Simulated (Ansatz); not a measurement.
# SnTe (SMILES [Sn][Te]) at SVWN5/STO-3G

What is the vertical electron affinity of SnTe at SVWN5/STO-3G? 

The calculation is run with Ansatz 0.2.0.

45 further runs of the same task are left out: 16 that didn't finish, 29 set aside as unsound or not needed.

## (1) Starting point

SnTe has 2 atoms, charge 0, and is taken as a singlet. SMILES: `[Sn][Te]`. The coordinates come from a PBE0-D4/def2-TZVP relaxation.

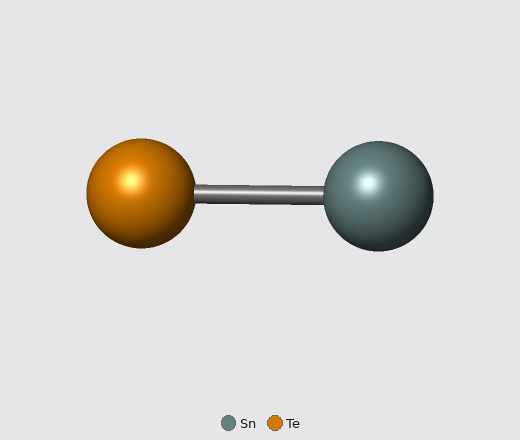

The structure, seen from a chosen angle (tin teal, tellurium orange).

## (2) The energy at SVWN5/STO-3G

Contents of input.yaml:

```yaml
crystal:
  periodic: [false, false, false]
  atoms:
    - {symbol: Sn, position_ang: [0.000000, 0.000000, 0.009440]}
    - {symbol: Te, position_ang: [-0.000000, -0.000000, 2.527330]}
basis:
  gaussian: {orbitals: STO-3G}
total_charge: 0
accuracy: high
hamiltonian: {xc: {name: SVWN5}}
```

Run with:

```bash
$ ansatz run input.yaml --threads 1 --pin off --max-ram 3480MiB --events-out events.jsonl --progress --plain --runs-dir runs
```

The program printed:

```text
Warning: RAYON_NUM_THREADS=1 ignored (pool sized by the plan → 1); use --threads N
Functional definition: SVWN5
  name "SVWN5"
  exchange = slater_x
  correlation = vwn5_c
827 factors; integrals over basis functions are off by at most 4.7e-9 eV
mean field evaluation 1: about -340217.2205 eV, gradient 2.0e1 eV
mean field evaluation 2: about -340168.5258 eV, gradient 7.4e1 eV
mean field evaluation 4: about -340220.2917 eV, gradient 5.4e0 eV
mean field evaluation 8: about -340220.4607 eV, gradient 5.3e-2 eV
mean field evaluation 16: about -340220.4607 eV, gradient 2.4e-7 eV
mean field -340220.46072888 eV, -12502.8713220754 hartree, gradient 6.3e-8 eV, S^2 0.000000; 0 other end points of the search recorded, 0 dependent functions left out
reference -340220.46073064 eV, -12502.8713221401 hartree; 51, 51 occupied and 3, 3 virtual orbitals, 827 factors
Total energy: -340220.46073064 eV, -12502.8713221401 hartree
```

Wall time 1.4 s (1 thread of AMD EPYC 9R14 (Zen 4), shared host); peak memory 0.13 GiB.

## (3) The doublet anion, same level

Contents of job.yaml:

```yaml
crystal:
  periodic: [false, false, false]
  atoms:
    - {symbol: Sn, position_ang: [0.000000, 0.000000, 0.009440]}
    - {symbol: Te, position_ang: [-0.000000, -0.000000, 2.527330]}
basis:
  gaussian:
    orbitals: STO-3G
total_charge: -1
magnetization:
  spin_polarized: true
  initial_magnetization: 1
hamiltonian:
  xc: {name: SVWN5}
accuracy: high
```

Run with:

```bash
$ ansatz run job.yaml --threads 1 --pin off --max-ram 3480MiB --events-out events.jsonl --progress --plain --runs-dir runs
```

The program printed:

```text
Warning: RAYON_NUM_THREADS=1 ignored (pool sized by the plan → 1); use --threads N
Functional definition: SVWN5
  name "SVWN5"
  exchange = slater_x
  correlation = vwn5_c
827 factors; integrals over basis functions are off by at most 4.7e-9 eV
mean field evaluation 1: about -340216.8162 eV, gradient 5.2e0 eV
mean field evaluation 2: about -340212.9877 eV, gradient 1.9e1 eV
mean field evaluation 4: about -340217.2392 eV, gradient 5.4e-1 eV
mean field evaluation 8: about -340217.2489 eV, gradient 3.2e-1 eV
mean field evaluation 16: about -340217.2379 eV, gradient 5.8e-1 eV
mean field -340217.24951953 eV, -12502.7533123083 hartree, gradient 4.8e-8 eV, S^2 0.752725; 1 other end points of the search recorded, 0 dependent functions left out
reference -340217.24952127 eV, -12502.7533123722 hartree; 52, 51 occupied and 2, 3 virtual orbitals, 827 factors
Total energy: -340217.24952127 eV, -12502.7533123722 hartree
```

Run time: 2.4 s. Hardware: 1 thread of AMD EPYC 9R14 (Zen 4), shared host; peak memory 0.15 GiB.

## (4) Outcome

Level: SVWN5/STO-3G.

| quantity | value |
| --- | --- |
| singlet SnTe: total energy | -12502.87132 Eh |
| doublet anion: total energy | -12502.75331 Eh |
| doublet anion: ⟨S²⟩ | 0.753 |
| vertical electron affinity (to the doublet anion) | -3.211 eV |

**Reading.** The anion lies 3.21 eV (74 kcal/mol) above the neutral: the electron isn't bound at this level, and such a value depends on the basis. Without diffuse functions anions come out too high. In a minimal basis such a difference can be off by several eV, whatever the method. Relativity is left out (singlet SnTe) although the molecule holds a heavy atom. Relativity is left out (doublet anion) although the molecule holds a heavy atom.
